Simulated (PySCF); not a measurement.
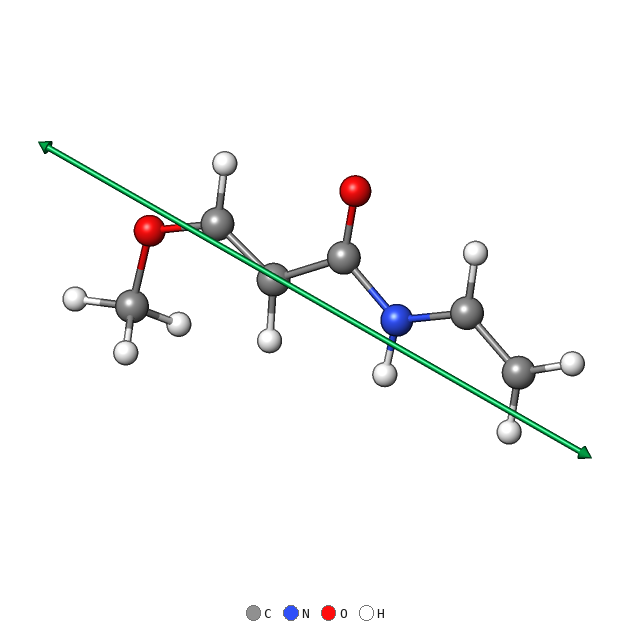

The double arrow shows the direction of the transition dipole to excited singlet state 2 (its length means nothing). The computed structure is the end point of a GFN2-xTB optimisation. No frequency run is at hand to confirm it as a minimum. Method: TDDFT PBE0/def2-SVPD, vertical, gas phase, core orbitals frozen in the response (PySCF 2.14.0).

Where does the transition lie, and how strong is it?

Answer. 5.01 eV (248 nm), oscillator strength 0.52, mainly HOMO → LUMO (weight 0.98); transition dipole 5.24 D.
